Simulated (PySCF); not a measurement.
# Cr²⁺: dipole response in aug-cc-pVQZ-DK

Aim: the static polarisability and the C₆ coefficient of Cr²⁺, method by method.

Program: PySCF 2.14.0. Level of theory: unrestricted determinants in a Gaussian basis, no spin-orbit coupling in the energies. These are calculated values, not measurements, unless marked.

### Step 1. Starting point

| Quantity | Value |
| --- | --- |
| Element | chromium (Z = 24) |
| Basis | aug-cc-pVQZ-DK |
| Hamiltonian | scalar relativity by spin-free X2C-1e |
| State 1 | Cr²⁺: [Ar] 3d4, high-spin 5D determinant |
| Methods | PBE0 |

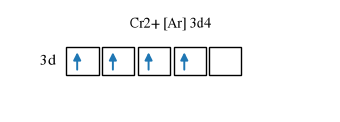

Outer shells as boxes.

One driver process ran all states and methods and kept the integrals in memory. Each run is shown as a PySCF script that sums up its settings (the driver passes frozen orbitals as a list and adds second-order terms of double hybrids); the logs are those of the runs themselves. The driver starts from symmetry-adapted Hartree-Fock orbitals, holds the occupation by maximum overlap and uses a logarithmic radial grid for functionals, so a plain start would take other cycles.

The integrals over 140 functions and the set-up took 15 s of CPU time.

### Step 2. Cr²⁺, at PBE0

PBE0:

File input.py:

```python
from pyscf import gto, scf, dft, mp, cc
import basis_set_exchange as bse
mol = gto.M(atom="Cr 0 0 0", charge=2, spin=4, symmetry="D2h",
            basis=gto.basis.parse(bse.get_basis("aug-cc-pVQZ-DK", elements=["Cr"], fmt="nwchem")),
            nucmod="G")
mf = dft.UKS(mol, xc="PBE0").sfx2c1e()
mf.irrep_nelec = {'Ag': (4, 3), 'B1g': (1, 0), 'B2g': (1, 0), 'B3g': (1, 0), 'B1u': (2, 2), 'B2u': (2, 2), 'B3u': (2, 2)}
mf.kernel()
```

Standard output:

```text
damping factor = 0
level_shift factor = 0
DIIS = <class 'pyscf.scf.diis.CDIIS'>
diis_start_cycle = 1
diis_space = 10
diis_damp = 0
SCF conv_tol = 1e-09
SCF conv_tol_grad = None
number electrons alpha = 13  beta = 9
XC functionals = PBE0
    C. Adamo and V. Barone.,  J. Chem. Phys. 110, 6158 (1999)
    M. Ernzerhof and G. E. Scuseria.,  J. Chem. Phys. 110, 5029 (1999)
cycle= 1 E= -1049.70244852327  delta_E= -0.00761  |g|= 0.0184  |ddm|= 0.887
cycle= 2 E= -1049.7024896793  delta_E= -4.12e-05  |g|= 0.00765  |ddm|= 0.0381
cycle= 3 E= -1049.70249823171  delta_E= -8.55e-06  |g|= 0.00349  |ddm|= 0.0208
cycle= 4 E= -1049.70250039479  delta_E= -2.16e-06  |g|= 0.000116  |ddm|= 0.00646
cycle= 5 E= -1049.7025003985  delta_E= -3.71e-09  |g|= 6.98e-06  |ddm|= 0.000154
cycle= 6 E= -1049.70250039851  delta_E= -1.41e-11  |g|= 7.93e-07  |ddm|= 3.22e-05
converged SCF energy = -1049.70250039851  <S^2> = 6.0005044  2S+1 = 5.0002017
```

CPU time 2.9 min on a shared host, the integrals not counted.

The occupied shells:

```tsv
shell	electrons	mean orbital energy (eV)	spread (eV)	rms radius (bohr)
1s β	1	-5939.5	0	0.0734
1s α	1	-5939.5	0	0.0734
2s α	1	-703.34	0	0.318
2s β	1	-701.60	0	0.318
2p α	3	-593.80	0.361	0.288
2p β	3	-592.30	0.777	0.288
3s α	1	-102.00	0	0.965
3s β	1	-96.999	0	0.965
3p α	3	-71.943	0.180	1.04
3p β	3	-66.514	1.737	1.04
3d α	4	-26.392	1.183	1.36
```

⟨S²⟩ = 6.001, ⟨L²⟩ = 6.01.

The driver then solved the coupled dipole response at imaginary frequencies: mean α = 4.274 bohr³ (xx, yy, zz: 4.006, 4.006, 4.809), C₆ = 12.78 au for a like pair.

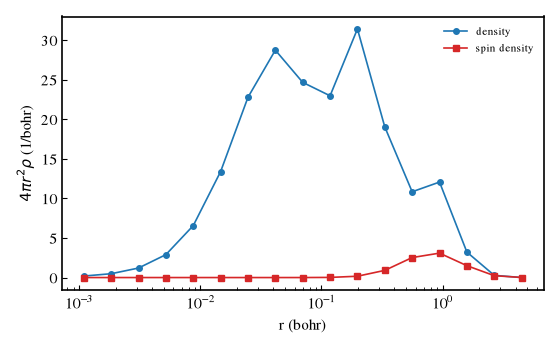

Radial density 4πr²ρ of Cr²⁺ at PBE0, at 17 stored radii joined by straight lines.

### Step 3. Polarisabilities and C₆

Cr²⁺, in atomic units:

```tsv
method	mean α	C₆ (like pair)	S(−4)
PBE0	4.274	12.78	11.65
```

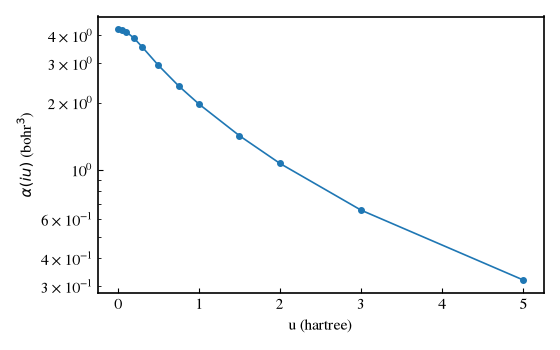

α(iu) of Cr²⁺, the polarisability at imaginary frequency, on a logarithmic scale.

### Step 4. Results

| quantity | value |
| --- | --- |
| α of Cr²⁺ | 4.274 (PBE0) bohr³ |

What this shows: A single London oscillator with the computed α and C₆ of Cr²⁺ at PBE0 would have ω = 4 C₆ / (3 α²) = 0.933 hartree. The basis is finite, and no extrapolation was made.
